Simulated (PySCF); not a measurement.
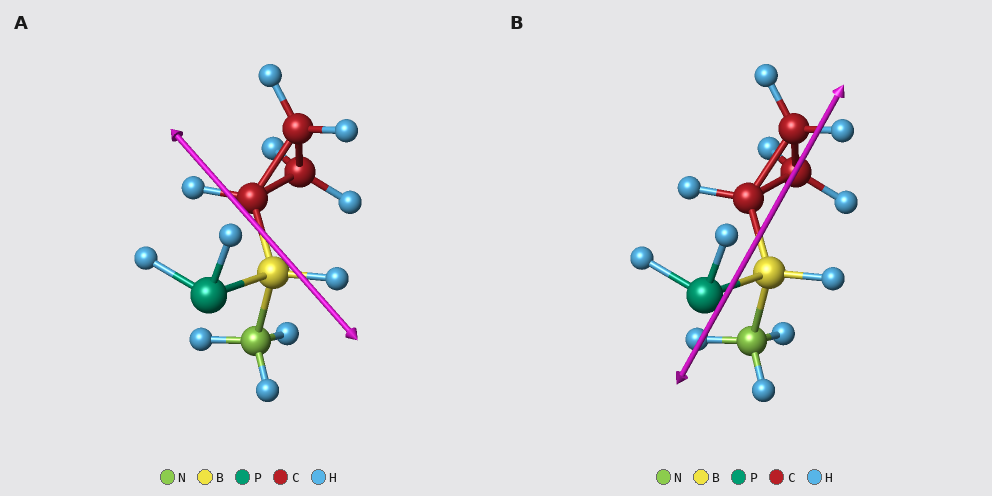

The double arrows show the directions of two transition dipoles from the ground state (lengths mean nothing). The geometry was computed by an optimisation with GFN2-xTB. No frequency run is at hand to confirm it as a minimum. Level of theory: TDDFT CAM-B3LYP/def2-SVPD, vertical, gas phase, core orbitals frozen in the response (PySCF 2.14.0).

One belongs to singlet state 2 and one to singlet state 3. Which is which?

A: state 2, 6.15 eV (202 nm), oscillator strength 0.033, mainly HOMO → LUMO+4 (weight 0.52).
B: state 3, 6.40 eV (194 nm), oscillator strength 0.022, of mixed character, with the largest part HOMO → LUMO+1 (weight 0.42).

The geometry is semi-empirical. Around B, P such bond lengths and angles can be off by a tenth of an ångström or more and by several degrees, and values that hang on the shape move with them.
